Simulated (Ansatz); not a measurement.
# CH₆FNSi: molecular dynamics (part 1 of 2)

The run: molecular dynamics of CH₆FNSi, SMILES FCN[SiH3]. Method and program: RKS revPBE-d3bj/def2-SVP (Ansatz 0.2.0).

The geometry comes from this level: PBE0-D4/def2-TZVP. Figures and captions count atoms from 1; the log counts them from 0 in places.

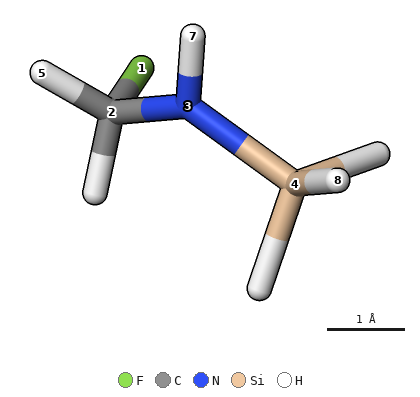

*The starting structure (stick view, seen at a tilt; atoms are numbered from 1 in the order of the input).*

Bond lengths as drawn: C–F 1.40 Å, C–H 1.09 Å, C–N 1.40 Å, H–N 1.01 Å, H–Si 1.48 to 1.49 Å and N–Si 1.73 Å.

Key numbers

- outcome: finished
- mean temperature over the second half: 215 K
- trajectory: 50 steps, 25 fs
- ensemble: nvt_langevin
- temperature in the input: 300 K
- time step: 0.5 fs
- potential energy (last step): −13209.7676 eV
- mean-field energy (last step): −13209.3357 eV
- dispersion energy (last step): −0.4319 eV
- SCF solution under orbital rotations (last step): stable
- largest force (length of the vector) (last step): 1.516 eV/Å
- dipole moment (last step): 0.96 D
- hardware: 2 threads of Arm Neoverse V1, 23 GiB of memory available, shared host
- wall time: 70 s (CPU time 2.3 min)
- peak memory: 0.4 GiB

So short a trajectory is not equilibrated. The logged temperature at the start can lie below the typed one, since it is counted over all degrees of freedom.

The input
```yaml
crystal:
  periodic: [false, false, false]
  atoms:
    - {symbol: F, position_ang: [-1.309633, 0.908559, -1.435589]}
    - {symbol: C, position_ang: [-0.160834, 1.172256, -0.677100]}
    - {symbol: N, position_ang: [0.561631, 0.010845, -0.359387]}
    - {symbol: Si, position_ang: [0.076065, -1.102028, 0.877581]}
    - {symbol: H, position_ang: [0.440083, 1.862893, -1.273502]}
    - {symbol: H, position_ang: [-0.506721, 1.664109, 0.235776]}
    - {symbol: H, position_ang: [1.119043, -0.340950, -1.123068]}
    - {symbol: H, position_ang: [1.266307, -1.912020, 1.240809]}
    - {symbol: H, position_ang: [-0.384937, -0.280639, 2.025692]}
    - {symbol: H, position_ang: [-1.018006, -2.034226, 0.491686]}
basis:
  gaussian: {orbitals: def2-SVP}
hamiltonian: {xc: {name: revPBE}, dispersion: d3bj}
md: {timestep: 0.5 fs, n_steps: 50, ensemble: nvt_langevin, temperature: 300, initial_velocities: maxwell_boltzmann, friction: 0.01, seed: 740}
```

Launched with:
```bash
ansatz run in.yaml --threads 2 --pin off --events-out ev --progress --plain --max-ram 4352MiB
```

Output
```
Functional definition: revPBE
  name "revPBE"
  cite "Zhang & Yang, Phys. Rev. Lett. 80, 890 (1998) doi:10.1103/PhysRevLett.80.890"
  cite "Perdew, Burke & Ernzerhof, Phys. Rev. Lett. 77, 3865 (1996) doi:10.1103/PhysRevLett.77.3865"
  parameter kappa = 1.245
  parameter beta = 0.06672455060314922
  exchange = pbe_x(kappa = kappa, mu = beta*pi^2/3)
  correlation = pbe_c(beta = beta)
1022 factors; their error is unknown
mean field evaluation 1: about -13203.4234 eV, gradient 5.4e1 eV
mean field evaluation 2: about -13188.1258 eV, gradient 9.5e1 eV
mean field evaluation 4: about -13209.4572 eV, gradient 7.1e0 eV
mean field evaluation 8: about -13209.4664 eV, gradient 2.6e-1 eV
mean field evaluation 16: about -13209.4665 eV, gradient 1.6e-5 eV
mean field -13209.46654811 eV, -485.4389419449 hartree, gradient 1.6e-5 eV, S^2 0.000000; 0 other end points of the search recorded, 0 dependent functions left out
the calculation of the forces begins
reference -13209.46658799 eV, -485.4389434107 hartree; 21, 21 occupied and 69, 69 virtual orbitals, 1022 factors
md step     0: t =     0.00 fs  T =   270.0 K  F+E_penalty+E_count = -13209.91378720 eV  E_kin = 0.349002 eV  (25 SCF iters)
these checks for a lower state are left out or cut short: starts, cluster_reference, orbital_swaps, neighbouring_geometries, increment
1022 factors; their error is unknown
mean field -13209.46083465 eV, -485.4387319791 hartree, gradient 1.5e-5 eV, S^2 0.000000; 0 other end points of the search recorded, 0 dependent functions left out
the calculation of the forces begins
reference -13209.46087460 eV, -485.4387334472 hartree; 21, 21 occupied and 69, 69 virtual orbitals, 1022 factors
md step     1: t =     0.50 fs  T =   271.4 K  F+E_penalty+E_count = -13209.90750709 eV  E_kin = 0.350771 eV  (31 SCF iters)
[... from here on the SCF iterations and repeated set-up lines of each step are left out, up to the last step ...]
md step     2: t =     1.00 fs  T =   290.7 K  F+E_penalty+E_count = -13209.89175663 eV  E_kin = 0.375695 eV  (31 SCF iters)
md step     3: t =     1.50 fs  T =   261.8 K  F+E_penalty+E_count = -13209.86869979 eV  E_kin = 0.338365 eV  (31 SCF iters)
md step     4: t =     2.00 fs  T =   244.3 K  F+E_penalty+E_count = -13209.84232742 eV  E_kin = 0.315731 eV  (31 SCF iters)
md step     5: t =     2.50 fs  T =   219.2 K  F+E_penalty+E_count = -13209.81583234 eV  E_kin = 0.283308 eV  (30 SCF iters)
md step     6: t =     3.00 fs  T =   211.9 K  F+E_penalty+E_count = -13209.79129438 eV  E_kin = 0.273838 eV  (30 SCF iters)
md step     7: t =     3.50 fs  T =   197.9 K  F+E_penalty+E_count = -13209.76976284 eV  E_kin = 0.255779 eV  (31 SCF iters)
md step     8: t =     4.00 fs  T =   175.7 K  F+E_penalty+E_count = -13209.75291313 eV  E_kin = 0.227072 eV  (30 SCF iters)
md step     9: t =     4.50 fs  T =   193.9 K  F+E_penalty+E_count = -13209.73947693 eV  E_kin = 0.250694 eV  (31 SCF iters)
md step    10: t =     5.00 fs  T =   181.0 K  F+E_penalty+E_count = -13209.72893623 eV  E_kin = 0.233897 eV  (31 SCF iters)
md step    11: t =     5.50 fs  T =   178.6 K  F+E_penalty+E_count = -13209.72086344 eV  E_kin = 0.230897 eV  (31 SCF iters)
md step    12: t =     6.00 fs  T =   176.2 K  F+E_penalty+E_count = -13209.71376201 eV  E_kin = 0.227733 eV  (31 SCF iters)
md step    13: t =     6.50 fs  T =   190.1 K  F+E_penalty+E_count = -13209.70683938 eV  E_kin = 0.245659 eV  (31 SCF iters)
md step    14: t =     7.00 fs  T =   193.9 K  F+E_penalty+E_count = -13209.69817835 eV  E_kin = 0.250638 eV  (31 SCF iters)
md step    15: t =     7.50 fs  T =   180.5 K  F+E_penalty+E_count = -13209.69467922 eV  E_kin = 0.233366 eV  (31 SCF iters)
md step    16: t =     8.00 fs  T =   193.2 K  F+E_penalty+E_count = -13209.70430143 eV  E_kin = 0.249698 eV  (28 SCF iters)
md step    17: t =     8.50 fs  T =   204.9 K  F+E_penalty+E_count = -13209.72700988 eV  E_kin = 0.264814 eV  (31 SCF iters)
md step    18: t =     9.00 fs  T =   231.4 K  F+E_penalty+E_count = -13209.75757767 eV  E_kin = 0.299117 eV  (31 SCF iters)
md step    19: t =     9.50 fs  T =   253.8 K  F+E_penalty+E_count = -13209.78885163 eV  E_kin = 0.328018 eV  (31 SCF iters)
md step    20: t =    10.00 fs  T =   273.8 K  F+E_penalty+E_count = -13209.81299710 eV  E_kin = 0.353908 eV  (31 SCF iters)
md step    21: t =    10.50 fs  T =   274.7 K  F+E_penalty+E_count = -13209.82334964 eV  E_kin = 0.355061 eV  (31 SCF iters)
md step    22: t =    11.00 fs  T =   270.8 K  F+E_penalty+E_count = -13209.81715590 eV  E_kin = 0.350083 eV  (30 SCF iters)
md step    23: t =    11.50 fs  T =   269.1 K  F+E_penalty+E_count = -13209.79605517 eV  E_kin = 0.347779 eV  (30 SCF iters)
md step    24: t =    12.00 fs  T =   245.7 K  F+E_penalty+E_count = -13209.76774490 eV  E_kin = 0.317591 eV  (31 SCF iters)
md step    25: t =    12.50 fs  T =   222.5 K  F+E_penalty+E_count = -13209.74265764 eV  E_kin = 0.287595 eV  (31 SCF iters)
md step    26: t =    13.00 fs  T =   209.9 K  F+E_penalty+E_count = -13209.72871623 eV  E_kin = 0.271317 eV  (30 SCF iters)
md step    27: t =    13.50 fs  T =   212.4 K  F+E_penalty+E_count = -13209.72734474 eV  E_kin = 0.274513 eV  (31 SCF iters)
md step    28: t =    14.00 fs  T =   227.4 K  F+E_penalty+E_count = -13209.73614314 eV  E_kin = 0.293904 eV  (31 SCF iters)
md step    29: t =    14.50 fs  T =   235.1 K  F+E_penalty+E_count = -13209.75175963 eV  E_kin = 0.303893 eV  (31 SCF iters)
md step    30: t =    15.00 fs  T =   252.0 K  F+E_penalty+E_count = -13209.76521509 eV  E_kin = 0.325780 eV  (31 SCF iters)
md step    31: t =    15.50 fs  T =   257.7 K  F+E_penalty+E_count = -13209.76953854 eV  E_kin = 0.333116 eV  (31 SCF iters)
md step    32: t =    16.00 fs  T =   256.7 K  F+E_penalty+E_count = -13209.76113251 eV  E_kin = 0.331846 eV  (31 SCF iters)
md step    33: t =    16.50 fs  T =   248.9 K  F+E_penalty+E_count = -13209.74057599 eV  E_kin = 0.321671 eV  (31 SCF iters)
md step    34: t =    17.00 fs  T =   228.0 K  F+E_penalty+E_count = -13209.71420453 eV  E_kin = 0.294761 eV  (31 SCF iters)
md step    35: t =    17.50 fs  T =   229.9 K  F+E_penalty+E_count = -13209.68921327 eV  E_kin = 0.297180 eV  (28 SCF iters)
md step    36: t =    18.00 fs  T =   229.4 K  F+E_penalty+E_count = -13209.66993088 eV  E_kin = 0.296552 eV  (30 SCF iters)
md step    37: t =    18.50 fs  T =   226.6 K  F+E_penalty+E_count = -13209.65979692 eV  E_kin = 0.292865 eV  (31 SCF iters)
md step    38: t =    19.00 fs  T =   210.5 K  F+E_penalty+E_count = -13209.65583471 eV  E_kin = 0.272085 eV  (31 SCF iters)
md step    39: t =    19.50 fs  T =   211.4 K  F+E_penalty+E_count = -13209.65197710 eV  E_kin = 0.273216 eV  (31 SCF iters)
md step    40: t =    20.00 fs  T =   204.1 K  F+E_penalty+E_count = -13209.64387957 eV  E_kin = 0.263790 eV  (31 SCF iters)
md step    41: t =    20.50 fs  T =   195.8 K  F+E_penalty+E_count = -13209.63167739 eV  E_kin = 0.253070 eV  (31 SCF iters)
md step    42: t =    21.00 fs  T =   181.6 K  F+E_penalty+E_count = -13209.61986598 eV  E_kin = 0.234720 eV  (31 SCF iters)
md step    43: t =    21.50 fs  T =   171.9 K  F+E_penalty+E_count = -13209.61244550 eV  E_kin = 0.222135 eV  (31 SCF iters)
md step    44: t =    22.00 fs  T =   156.6 K  F+E_penalty+E_count = -13209.61317353 eV  E_kin = 0.202385 eV  (31 SCF iters)
md step    45: t =    22.50 fs  T =   167.3 K  F+E_penalty+E_count = -13209.62348342 eV  E_kin = 0.216253 eV  (31 SCF iters)
md step    46: t =    23.00 fs  T =   176.4 K  F+E_penalty+E_count = -13209.64384900 eV  E_kin = 0.228043 eV  (31 SCF iters)
md step    47: t =    23.50 fs  T =   201.5 K  F+E_penalty+E_count = -13209.67268492 eV  E_kin = 0.260489 eV  (31 SCF iters)
md step    48: t =    24.00 fs  T =   212.6 K  F+E_penalty+E_count = -13209.70553913 eV  E_kin = 0.274867 eV  (31 SCF iters)
md step    49: t =    24.50 fs  T =   224.3 K  F+E_penalty+E_count = -13209.73871246 eV  E_kin = 0.289979 eV  (31 SCF iters)
these checks for a lower state are left out or cut short: starts, cluster_reference, orbital_swaps, neighbouring_geometries, increment
1022 factors; their error is unknown
mean field -13209.33566529 eV, -485.4341320900 hartree, gradient 1.9e-5 eV, S^2 0.000000; 0 other end points of the search recorded, 0 dependent functions left out
the calculation of the forces begins
reference -13209.33570613 eV, -485.4341335910 hartree; 21, 21 occupied and 69, 69 virtual orbitals, 1022 factors
1022 factors; their error is unknown
mean field evaluation 416: about -13209.4092 eV, gradient 1.2e-1 eV
mean field -13209.33566529 eV, -485.4341320900 hartree, gradient 2.4e-5 eV, S^2 0.000000; 1 other end points of the search recorded, 0 dependent functions left out
the calculation of the forces begins
reference -13209.33570613 eV, -485.4341335910 hartree; 21, 21 occupied and 69, 69 virtual orbitals, 1022 factors
md step    50: t =    25.00 fs  T =   247.3 K  F+E_penalty+E_count = -13209.76757413 eV  E_kin = 0.319620 eV  (28 SCF iters)
```

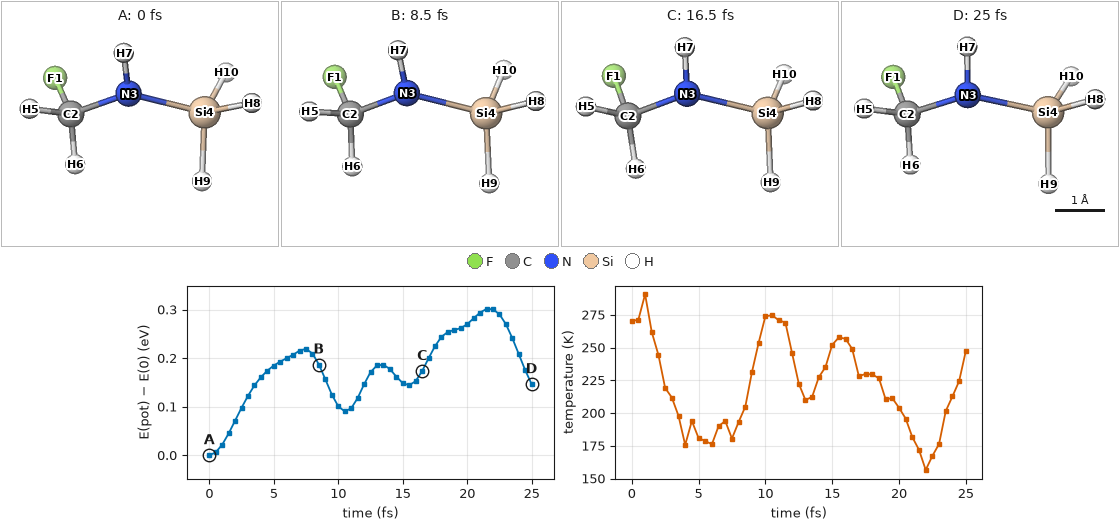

*Frames of the molecular dynamics (ball-and-stick, seen at an oblique angle) above the curves, on which the letters mark them.*

The trajectory kept here has 51 frames over 25 fs. The temperature starts at 270 K, ranges from 157 to 291 K and averages 215 K over the second half. The potential energy ends 0.146 eV above its first value. After an unweighted best fit of the last frame on the first, the root-mean-square displacement is 0.12 Å.

```
Total energy: -13209.76761498 eV, -485.4500059483 hartree
Atom 0 at    -1.358314     0.996550    -1.362719 Å, force    -0.660382    -0.283924    -0.179527 eV/Å
Atom 1 at    -0.158816     1.228469    -0.693299 Å, force    -0.178592    -1.375811     0.611148 eV/Å
Atom 2 at     0.578117     0.000232    -0.396914 Å, force    -0.704505    -0.139411     0.126460 eV/Å
Atom 3 at     0.103056    -1.202187     0.887295 Å, force    -0.001297     0.607665     0.050671 eV/Å
Atom 4 at     0.356522     1.925339    -1.343163 Å, force     1.045722     0.339489    -0.474984 eV/Å
Atom 5 at    -0.412812     1.743687     0.245050 Å, force     0.101085     0.071103     0.464376 eV/Å
Atom 6 at     0.763068    -0.543113    -1.256320 Å, force     0.193458     0.424982    -0.061769 eV/Å
Atom 7 at     1.320167    -2.115465     1.076267 Å, force    -0.445973     0.248776    -0.122342 eV/Å
Atom 8 at    -0.166075    -0.396834     2.154994 Å, force     0.140010    -0.161281    -0.293282 eV/Å
Atom 9 at    -1.164024    -2.059668     0.673118 Å, force     0.510473     0.268412    -0.120752 eV/Å
Dipole moment:     0.197287    -0.007111    -0.024201 e Å
```

Trajectory as extended XYZ (Å, eV, eV/Å), 20 of the 51 frames kept, from step=0 to step=50
```
10
Properties=species:S:1:pos:R:3:forces:R:3 step=0 time_fs=0.0 energy=-13209.91379 temperature=270.0
F    -1.3096    0.9086   -1.4356   -0.5191  -0.0719  -0.3217
C    -0.1608    1.1723   -0.6771   -0.2776  -0.1385  -0.2242
N     0.5616    0.0108   -0.3594    0.3153   0.3311   0.1637
Si    0.0761   -1.1020    0.8776   -0.1200  -0.3279   0.2736
H     0.4401    1.8629   -1.2735    0.4443   0.4376  -0.2806
H    -0.5067    1.6641    0.2358   -0.1019   0.3246   0.5732
H     1.1190   -0.3409   -1.1231    0.3707  -0.2675  -0.4959
H     1.2663   -1.9120    1.2408    0.2680  -0.2060   0.1038
H    -0.3849   -0.2806    2.0257   -0.1091   0.1751   0.2620
H    -1.0180   -2.0342    0.4917   -0.2706  -0.2566  -0.0539
10
Properties=species:S:1:pos:R:3:forces:R:3 step=3 time_fs=1.5 energy=-13209.86870 temperature=261.8
F    -1.3124    0.9132   -1.4318   -0.4009  -0.0439  -0.4203
C    -0.1489    1.1681   -0.6759   -1.0757   0.1604  -0.2952
N     0.5519    0.0164   -0.3665    1.3352  -0.6586  -0.4944
Si    0.0798   -1.1052    0.8803   -0.6981  -0.5009   0.1080
H     0.4453    1.8650   -1.2463    0.6997   0.6699  -0.7002
H    -0.5132    1.6794    0.2059   -0.1331   0.3773   1.0356
H     1.0976   -0.3300   -1.1788   -0.2397  -0.0141   0.5587
H     1.2567   -1.9311    1.2417    0.3147  -0.1941   0.0739
H    -0.3779   -0.2942    2.0588   -0.0160   0.0400  -0.0246
H    -1.0455   -2.0530    0.4647    0.2139   0.1641   0.1585
10
Properties=species:S:1:pos:R:3:forces:R:3 step=5 time_fs=2.5 energy=-13209.81583 temperature=219.2
F    -1.3148    0.9164   -1.4297   -0.2737  -0.0110  -0.4644
C    -0.1421    1.1659   -0.6751   -1.3740   0.8043  -0.3593
N     0.5469    0.0190   -0.3714    1.7985  -1.1803  -0.7655
Si    0.0821   -1.1073    0.8821   -0.9854  -0.6299   0.0338
H     0.4606    1.8759   -1.2343    0.5226   0.4681  -0.6597
H    -0.5227    1.6916    0.1957   -0.0248   0.2540   1.0243
H     1.0836   -0.3244   -1.2110   -0.4883   0.0793   1.0752
H     1.2523   -1.9477    1.2416    0.2899  -0.1449   0.0400
H    -0.3723   -0.3025    2.0813    0.0428  -0.0471  -0.2157
H    -1.0640   -2.0661    0.4468    0.4925   0.4075   0.2913
```
